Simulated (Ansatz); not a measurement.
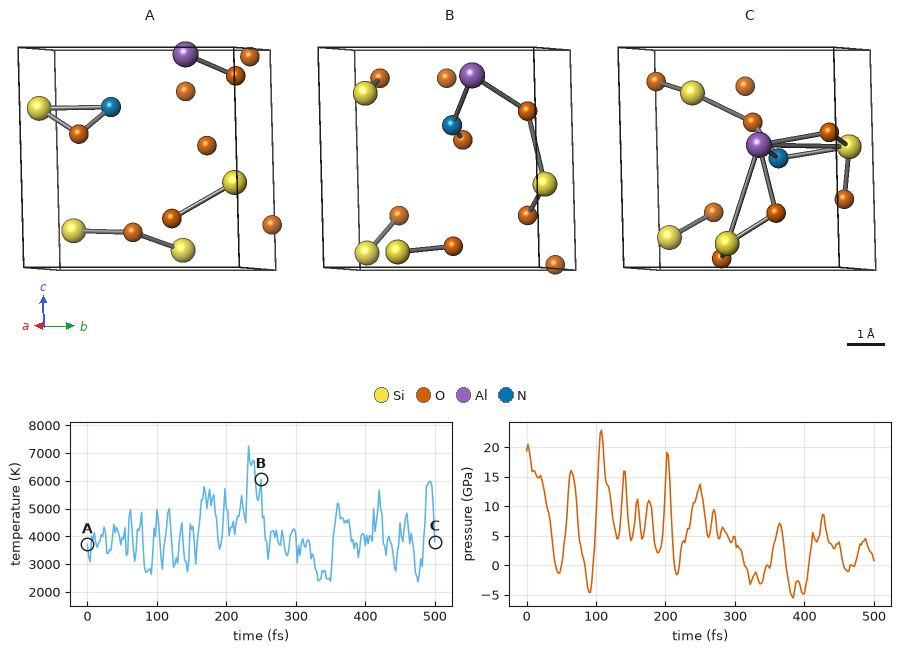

Molecular dynamics of an amorphous cell of composition AlSi₄NO₈ (14 atoms in the cell), 500 fs long. Frames (A at 0 fs, B at 250 fs, C at 500 fs) and the history of the run. The picture is a ball-and-stick view of the simulation cell, seen from a free direction. Atoms that leave the cell re-enter on the other side. Bonds to atoms that aren't drawn are left out.

The calculation used DFT PBE, scalar-relativistic, plane waves, PAW (Ansatz). Run with plane-wave cutoff 420 eV; k-point mesh 1 × 1 × 1; Fermi-Dirac smearing 0.345 eV; set temperature 4000 K; time step 2 fs.

### Describe the run.

Root-mean-square distances from the starting positions over the second half, with the common drift of all atoms taken out: O 2.12 Å, N 2.09 Å, Al 1.77 Å, Si 1.34 Å. Against the typical shortest distance between atoms in the first frame, about 1.6 Å these are large excursions, but over 500 fs one can't yet tell strong vibration from the start of diffusion. 12 of the 14 free atoms end more than three quarters of that spacing from the start. Bond changes: one N–Si bond breaks at about 36 fs; 7 O–Si bonds break between 58 fs and 454 fs; 3 Si–Si bonds form between 92 fs and 486 fs; 7 O–Si bonds form between 92 fs and 490 fs; 4 Si–Si bonds break between 260 fs and 500 fs. Over the second half the temperature averages 3899 K (spread ±821 K). The potential energy is still drifting at the end, so the run hasn't reached equilibrium. The potential energy in the second half lies on average 308 meV per atom below the first frame. The first frame is far from relaxed (forces up to 17.6 eV/Å), so much of the motion is the structure settling. The mean pressure there is 2.3 GPa.

Limits of the set-up: the periodic images lie only 5.8 Å apart, so the values are limited by the cell's size.
